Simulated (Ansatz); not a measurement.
# A computed series for hypothetical zinc blende LiF: pressure series

Take LiF in the zinc blende structure (space group F-43m, No. 216; a = 4.290 Å; a hypothetical phase, not in the database extracts checked) as the base.

Cell and atoms are relaxed at each pressure.

All numbers come from r2SCAN (Ansatz, an electronic-structure program), scalar-relativistic without spin-orbit coupling.

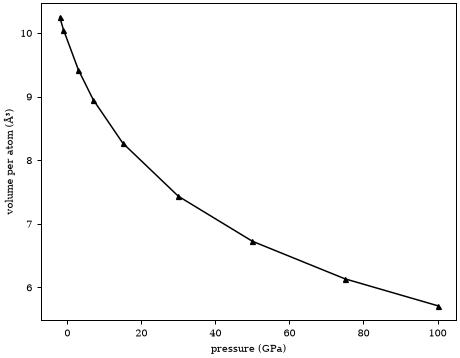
Volume against pressure

Question: Estimate the zero-pressure bulk modulus from the plot.

Answer: About 59 GPa; a third-order Birch–Murnaghan fit to the points gives V₀ = 9.87 Å³/atom, B₀ = 59 GPa and B₀′ = 4.1.

Between the base and pressure 7 GPa the gap moves from 8.66 eV to 9.25 eV, a mean slope of 85 meV/GPa.

Load acts through the strain it causes; cell and atoms are relaxed under it. Stability against distortions was not tested. No other phases were tried under pressure.
